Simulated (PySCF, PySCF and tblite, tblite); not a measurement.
# Ethane, 1,1,2-trifluoro (C₂H₃F₃): conformers and averaged spectra

Aim: find the conformers of Ethane, 1,1,2-trifluoro (C₂H₃F₃) (`FCC(F)F`), weigh them, and average their properties.

Programs: PySCF 2.14.0 with density-fitted response routines of our own, and tblite 0.8.0. All values are computed, except where a source is named. Atoms count from 0 throughout.

## Step 1: The molecule as given

8 atoms, charge 0, multiplicity 1; geometry from: MMFF94s geometry.

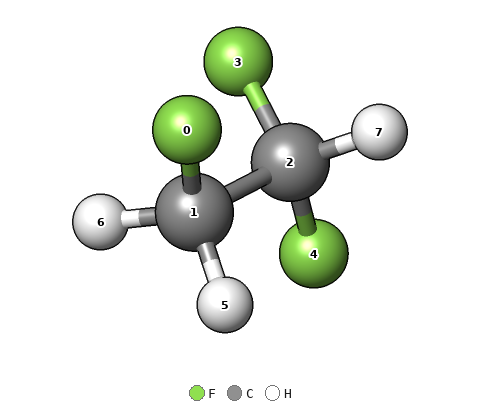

The starting geometry (fluorine green, carbon grey, hydrogen white), atoms numbered.

## Step 2: GFN2-xTB relaxation, conformer 1

What the job is given:

```
{"job": {"xc": "GFN2-xTB", "basis": "xTB", "kind": "relax"}, "charge": 0, "multiplicity": 1}
F     -0.913100     1.339100     0.696500
C     -0.755000     0.166500     0.030100
C      0.726300    -0.204500     0.006300
F      1.375100     0.613800    -0.876300
F      0.863400    -1.470200    -0.453400
H     -1.335800    -0.604500     0.558700
H     -1.149600     0.282000    -0.974800
H      1.197800    -0.112700     0.988300
```

The run is started by

```sh
> OMP_NUM_THREADS=1 python ens_run.py task.json out
```

One launch serves the whole session.

Log:

```text
step      E/eV     max force
  0    -544.27605    0.720
  1    -544.28667    0.200
  2    -544.28883    0.124
  3    -544.29107    0.113
  4    -544.29159    0.076
  5    -544.29205    0.064
  6    -544.29257    0.095
  7    -544.29320    0.098
  8    -544.29369    0.081
  9    -544.29409    0.077
 10    -544.29451    0.069
 11    -544.29507    0.092
 12    -544.29566    0.077
 13    -544.29608    0.060
 14    -544.29641    0.054
 15    -544.29680    0.072
 16    -544.29740    0.101
 17    -544.29827    0.114
 18    -544.29935    0.109
 19    -544.30062    0.132
 20    -544.30206    0.132
 21    -544.30384    0.121
 22    -544.30579    0.101
 23    -544.30666    0.059
 24    -544.30666    0.055
 25    -544.30690    0.047
 26    -544.30702    0.040
 27    -544.30702    0.040
 28    -544.30706    0.032
 29    -544.30716    0.021
 30    -544.30719    0.016
 31    -544.30721    0.009
 32    -544.30722    0.007
 33    -544.30722    0.005
 34    -544.30722    0.005
 35    -544.30722    0.004
 36    -544.30723    0.004
```

Run time: 0.1 s. Hardware: 1 thread of Arm Neoverse V2, shared host.

The energy fell by 0.031 eV, and the atoms moved 0.19 Å (root mean square).

## Step 3: DFT optimisation, start 1: PBE0-D3(BJ)/def2-SVP

What the job is given:

```
{"job": {"kind": "geom", "xc": "PBE0", "basis": "def2-SVP", "d3": "d3bj", "grid": 1, "maxiter": 40}, "charge": 0, "multiplicity": 1}
F     -0.968331     1.205146     0.891831
C     -0.762531     0.176438     0.019278
C      0.722540    -0.186342    -0.011692
F      1.362996     0.443053    -1.020262
F      0.869493    -1.511649    -0.238920
H     -1.342264    -0.682069     0.372708
H     -1.103761     0.499215    -0.968975
H      1.230915     0.065620     0.931468
```

Log:

```text
step      E/eV     max force
  0    -10255.14610   0.5509
  1    -10255.19629   0.4258
  2    -10255.18321   0.9059
  3    -10255.20836   0.4005
  4    -10255.22339   0.0409
  5    -10255.22538   0.1236
  6    -10255.22610   0.0397
  7    -10255.22630   0.0077
```

It took 16 s on 1 thread of Arm Neoverse V2, shared host; peak memory 0.34 GiB.

Gain 0.080 eV; displacement 0.22 Å root mean square.

## Step 4: Shieldings, conformer 1: WP04/pcSseg-2

What the job is given:

```
{"job": {"xc": "WP04", "basis": "pcSseg-2", "kind": "nmr", "pop": true}, "charge": 0, "multiplicity": 1}
F     -0.907665     1.372336     0.665776
C     -0.750938     0.171303     0.041091
C      0.713506    -0.192650    -0.004644
F      1.377891     0.637894    -0.830531
F      0.821435    -1.449611    -0.487074
H     -1.297617    -0.612518     0.590254
H     -1.134099     0.227069    -0.991902
H      1.186545    -0.144412     0.992465
```

Log:

```text
coarse grid: 7296 points
cycle   1  E = -384.4742451954  dE =  6.075e-01  |g| = 1.243e+00  |ddm| = 1.753e+00
cycle   2  E = -384.0687128888  dE =  4.055e-01  |g| = 2.067e+00  |ddm| = 1.305e+00
cycle   3  E = -384.6795095697  dE = -6.108e-01  |g| = 1.288e-01  |ddm| = 9.141e-01
cycle   4  E = -384.6822889437  dE = -2.779e-03  |g| = 5.887e-02  |ddm| = 9.881e-02
cycle   5  E = -384.6829224489  dE = -6.335e-04  |g| = 1.705e-02  |ddm| = 3.400e-02
cycle   6  E = -384.6829604948  dE = -3.805e-05  |g| = 5.360e-03  |ddm| = 8.542e-03
cycle   7  E = -384.6829650028  dE = -4.508e-06  |g| = 6.621e-04  |ddm| = 2.792e-03
final grid: 73344 points
cycle   8  E = -384.6761029370  dE = -1.227e-04  |g| = 8.512e-03  |ddm| = 3.514e-02
cycle   9  E = -384.6760857538  dE =  1.718e-05  |g| = 1.361e-02  |ddm| = 9.139e-03
cycle  10  E = -384.6761156620  dE = -2.991e-05  |g| = 8.935e-04  |ddm| = 5.425e-03
cycle  11  E = -384.6761157774  dE = -1.154e-07  |g| = 3.966e-04  |ddm| = 7.584e-04
cycle  12  E = -384.6761158065  dE = -2.905e-08  |g| = 7.814e-05  |ddm| = 2.561e-04
cycle  13  E = -384.6761158071  dE = -5.967e-10  |g| = 4.507e-05  |ddm| = 4.892e-05
cycle  14  E = -384.6761158073  dE = -2.882e-10  |g| = 5.038e-06  |ddm| = 1.880e-05
converged SCF energy = -384.6761158073

GIAO shielding tensors (ppm)
atom      isotropic    diamagn.    paramagn.     s11        s22        s33       span
  0 F      422.815     469.001     -46.186    403.382    417.341    447.721     44.339
  1 C       85.697     240.124    -154.427     58.929     63.632    134.530     75.601
  2 C       49.129     238.145    -189.016     31.342     51.916     64.128     32.786
  3 F      313.741     470.506    -156.765    220.072    352.568    368.584    148.512
  4 F      322.935     470.625    -147.690    216.250    348.463    404.093    187.842
  5 H       27.361      29.011      -1.650     24.026     27.881     30.177      6.151
  6 H       27.307      28.854      -1.547     24.447     27.361     30.113      5.666
  7 H       25.749      28.255      -2.507     23.755     25.072     28.419      4.664
```

Run time: 18 s. Hardware: 1 thread of Arm Neoverse V2, shared host; peak memory 1 GiB.

This run: HOMO -11.07 eV, LUMO -0.75 eV; dipole 1.60 D.

## Step 5: Single-point energy, conformer 1: B3LYP/def2-TZVP

Changed since step 4:

```diff
@@ -1,2 +1,2 @@
-{"job": {"xc": "WP04", "basis": "pcSseg-2", "kind": "nmr", "pop": true}, "charge": 0, "multiplicity": 1}
+{"job": {"xc": "B3LYP", "basis": "def2-TZVP", "kind": "sp"}, "charge": 0, "multiplicity": 1}
 F     -0.907665     1.372336     0.665776
```

Log:

```text
coarse grid: 7296 points
cycle   1  E = -377.6035974400  dE =  5.936e-01  |g| = 8.119e-01  |ddm| = 2.049e+00
cycle   2  E = -377.4483659730  dE =  1.552e-01  |g| = 1.326e+00  |ddm| = 1.045e+00
cycle   3  E = -377.7012356497  dE = -2.529e-01  |g| = 5.298e-02  |ddm| = 6.546e-01
cycle   4  E = -377.7015761614  dE = -3.405e-04  |g| = 2.991e-02  |ddm| = 4.138e-02
cycle   5  E = -377.7017225359  dE = -1.464e-04  |g| = 9.540e-03  |ddm| = 1.855e-02
cycle   6  E = -377.7017342324  dE = -1.170e-05  |g| = 2.658e-03  |ddm| = 5.484e-03
cycle   7  E = -377.7017354721  dE = -1.240e-06  |g| = 2.684e-04  |ddm| = 1.803e-03
final grid: 73344 points
cycle   8  E = -377.7048826459  dE = -5.848e-05  |g| = 6.175e-03  |ddm| = 3.297e-02
cycle   9  E = -377.7048750268  dE =  7.619e-06  |g| = 9.377e-03  |ddm| = 6.863e-03
cycle  10  E = -377.7048888742  dE = -1.385e-05  |g| = 6.004e-04  |ddm| = 4.199e-03
cycle  11  E = -377.7048889228  dE = -4.867e-08  |g| = 2.420e-04  |ddm| = 5.963e-04
cycle  12  E = -377.7048889343  dE = -1.149e-08  |g| = 4.632e-05  |ddm| = 1.996e-04
cycle  13  E = -377.7048889345  dE = -2.177e-10  |g| = 2.584e-05  |ddm| = 3.667e-05
converged SCF energy = -377.7048889345
```

Wall time 5 s (1 thread of Arm Neoverse V2, shared host); peak memory 0.68 GiB.

This run: HOMO -9.47 eV, LUMO 1.10 eV; dipole 1.45 D.

## Step 6: Couplings, conformer 1: B3LYP/pcJ-1

Changed since step 5:

```diff
@@ -1,2 +1,2 @@
-{"job": {"xc": "B3LYP", "basis": "def2-TZVP", "kind": "sp"}, "charge": 0, "multiplicity": 1}
+{"job": {"xc": "B3LYP", "basis": "pcJ-1", "kind": "j"}, "charge": 0, "multiplicity": 1}
 F     -0.907665     1.372336     0.665776
```

Log:

```text
coarse grid: 7296 points
cycle   1  E = -377.4023750424  dE =  5.591e-01  |g| = 7.981e-01  |ddm| = 2.145e+00
cycle   2  E = -377.2710229796  dE =  1.314e-01  |g| = 1.259e+00  |ddm| = 9.890e-01
cycle   3  E = -377.4962830357  dE = -2.253e-01  |g| = 4.988e-02  |ddm| = 6.205e-01
cycle   4  E = -377.4965932988  dE = -3.103e-04  |g| = 2.643e-02  |ddm| = 3.876e-02
cycle   5  E = -377.4967143903  dE = -1.211e-04  |g| = 8.287e-03  |ddm| = 1.753e-02
cycle   6  E = -377.4967232132  dE = -8.823e-06  |g| = 2.517e-03  |ddm| = 4.622e-03
final grid: 73344 points
cycle   7  E = -377.5412819234  dE = -1.410e-04  |g| = 7.076e-03  |ddm| = 1.198e-02
cycle   8  E = -377.5412722414  dE =  9.682e-06  |g| = 1.079e-02  |ddm| = 8.314e-03
cycle   9  E = -377.5412888243  dE = -1.658e-05  |g| = 3.335e-04  |ddm| = 5.138e-03
cycle  10  E = -377.5412888319  dE = -7.608e-09  |g| = 2.299e-04  |ddm| = 3.217e-04
cycle  11  E = -377.5412888408  dE = -8.955e-09  |g| = 5.077e-05  |ddm| = 1.486e-04
cycle  12  E = -377.5412888411  dE = -3.039e-10  |g| = 1.612e-05  |ddm| = 3.142e-05
converged SCF energy = -377.5412888411

Indirect spin-spin couplings (Hz)
  i      j    bonds     total        FC       PSO       DSO        SD
  0 F    1 C    1   -243.613  -289.866    24.817     0.754    20.682
  0 F    2 C    2     27.032    31.613    -4.857     0.150     0.126
  0 F    3 F    3    -19.733    -3.744   -13.043    -0.262    -2.685
  0 F    4 F    3    -44.863   -26.292   -33.762    -1.589    16.780
  0 F    5 H    2     52.916    46.462    10.972    -1.324    -3.194
  0 F    6 H    2     54.094    47.731    10.783    -1.261    -3.158
  0 F    7 H    3      4.893     4.302     1.003     0.059    -0.470
  1 C    2 C    1     56.201    55.686    -1.173     0.353     1.336
  1 C    3 F    2     25.995    24.519    -0.441     0.023     1.894
  1 C    4 F    2     39.362    44.966    -5.225     0.076    -0.456
  1 C    5 H    1    155.653   154.778    -0.416     1.119     0.172
  1 C    6 H    1    157.021   156.176    -0.494     1.152     0.187
  1 C    7 H    2      3.094     3.165    -0.087    -0.020     0.037
  2 C    3 F    1   -311.475  -309.176   -16.051     1.043    12.710
  2 C    4 F    1   -297.745  -302.088   -10.799     1.023    14.120
  2 C    5 H    2      2.205     2.147    -0.175     0.150     0.084
  2 C    6 H    2     -6.896    -7.004    -0.088     0.127     0.069
  2 C    7 H    1    188.583   187.910    -1.120     1.519     0.274
  3 F    4 F    2    274.006    45.765   140.196    -0.743    88.788
  3 F    5 H    3     34.694    35.915     1.195    -2.202    -0.215
  3 F    6 H    3     18.133    17.802     0.594     0.127    -0.390
  3 F    7 H    2     66.046    69.022     1.387    -0.963    -3.400
  4 F    5 H    3      0.518     0.145     0.915     0.164    -0.706
  4 F    6 H    3      0.429     1.041     0.027    -0.155    -0.484
  4 F    7 H    2     59.651    61.936     2.124    -1.059    -3.349
  5 H    6 H    2    -11.246   -11.675     1.955    -1.864     0.337
  5 H    7 H    3      1.628     1.535     0.384    -0.376     0.085
  6 H    7 H    3      8.754     8.847     2.775    -2.894     0.026
```

Wall time 20 s (1 thread of Arm Neoverse V2, shared host); peak memory 0.76 GiB.

This run: HOMO -9.40 eV, LUMO 1.39 eV; dipole 1.49 D.

## Step 7: Boltzmann average: properties at WP04/pcSseg-2

What the job is given:

```
{"job": {"study": "conf", "smiles": "FCC(F)F", "search": {"seed": 6886, "n_embed": 90, "ff_keep": 14, "window": 3.0, "nmax": 8, "temps": [180, 230, 298.15, 330, 400], "t_ref": 298.15, "order": 0.001, "geom": true}, "level": {"nmr": {"xc": "WP04", "basis": "pcSseg-2"}, "sp": {"xc": "B3LYP", "basis": "def2-TZVP"}, "j": {"xc": "B3LYP", "basis": "pcJ-1", "top": 4}}, "kind": "conf"}, "charge": 0, "multiplicity": 1}
F     -0.907665     1.372336     0.665776
C     -0.750938     0.171303     0.041091
C      0.713506    -0.192650    -0.004644
F      1.377891     0.637894    -0.830531
F      0.821435    -1.449611    -0.487074
H     -1.297617    -0.612518     0.590254
H     -1.134099     0.227069    -0.991902
H      1.186545    -0.144412     0.992465
```

Log:

```text
conformer  sym    E(xTB)   E(DFT)   G(298.15 K)  weight  dipole/D
    1     C1      0.000    0.000    0.000   1.0000    1.454

mean shielding (ppm) by class
class atoms           180 K      230 K   298.15 K      330 K      400 K
  0 F  0            422.815    422.815    422.815    422.815    422.815
  1 C  1             85.697     85.697     85.697     85.697     85.697
  2 C  2             49.129     49.129     49.129     49.129     49.129
  3 F  3,4          318.338    318.338    318.338    318.338    318.338
  4 H  5,6           27.334     27.334     27.334     27.334     27.334
  5 H  7             25.749     25.749     25.749     25.749     25.749
```

It took 44 s on 1 thread of Arm Neoverse V2, shared host. This counts the runs that the step sums up.

The search (ETKDG and KDG, MMFF94s, GFN2-xTB) embedded 90 structures, kept 2 distinct ones after the force field and 2 after xTB; 1 was carried on (window 3.0 kcal/mol at the search's own energies). Energies: B3LYP/def2-TZVP with D3(BJ).

The conformers at 298 K:

```tsv
no.	group	mirror pair	ΔE xTB	ΔE DFT	ΔG	weight (%)	μ (D)	F0–C1–C2–F3 (°)	A, B, C (GHz)
1	C1	yes	0.00	0.00	0.00	100.0	1.45	-68	9.16, 3.66, 2.83
```

Energies in kcal/mol. ΔG holds xTB vibrations and rotation, symmetry numbers and mirror pairs.

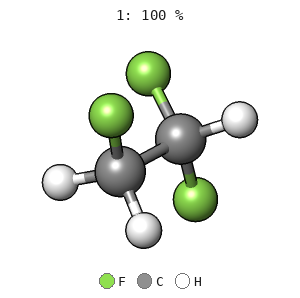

The one conformer.

Shifts against references run at the same level (¹³C TMS 172.1, ¹H TMS 31.61, ¹⁹F CFCl3 177.3 ppm of shielding), by class of atoms, at 298 K:

```tsv
atoms	environment	average	measured
C2	sp3 CH bonded to 2 F	123.0	–
C1	sp3 CH2 bonded to F	86.4	–
H7	hydrogen on an sp3 CH bonded to 2 F	5.86	–
H5, H6	hydrogen on an sp3 CH2 bonded to F	4.28	–
F3, F4	fluorine of a CF2 group	-141.0	-129.9
F0	fluorine on an sp3 carbon	-245.5	–
```

Measured: G. Saielli, R. Bini, A. Bagno, Computational 19F NMR. 2. Organic compounds, RSC Adv. 2014, ESI (exp. from Berger-Braun-Kalinowski 1994 and Everett 1995).

Couplings (Hz, B3LYP/pcJ-1; one pair named for each class), from conformers that hold 100 % of the weight:

```tsv
pair	bonds	average
C2–F3	1	-304.6
F0–C1	1	-243.6
C2–H7	1	188.6
C1–H5	1	156.3
C1–C2	1	56.2
F3–F4	2	274.0
F3–H7	2	62.9
F0–H5	2	53.5
C1–F3	2	32.7
F0–C2	2	27.0
H5–H6	2	-11.2
C1–H7	2	3.1
C2–H5	2	-2.4
F0–F3	3	-32.3
F3–H5	3	17.6
F3–H6	3	9.3
H5–H7	3	5.2
F0–H7	3	4.9
```

Effective distances for nuclear Overhauser effects, ⟨r⁻⁶⟩^(−1/6) over all pairs of two classes (Å): H5···H7 2.74.

## Step 8: Results

```
                           quantity                                                 value
                         conformers  1; the first in weight is no. 1 (C1), 100 % at 298 K
            root-mean-square dipole                                                1.45 D
averaged ¹³C shifts (WP04/pcSseg-2)                                       123.0, 86.4 ppm
 averaged ¹H shifts (WP04/pcSseg-2)                                        5.86, 4.28 ppm
averaged ¹⁹F shifts (WP04/pcSseg-2)                                    -141.0, -245.5 ppm
```

**Reading.** The search found one conformer in the window, so the averages are its own values. Against 1 measured ¹⁹F shift the average misses by 11.1 ppm. Vibration and solvent are missing from the shifts, so part of that gap is not the functional's.
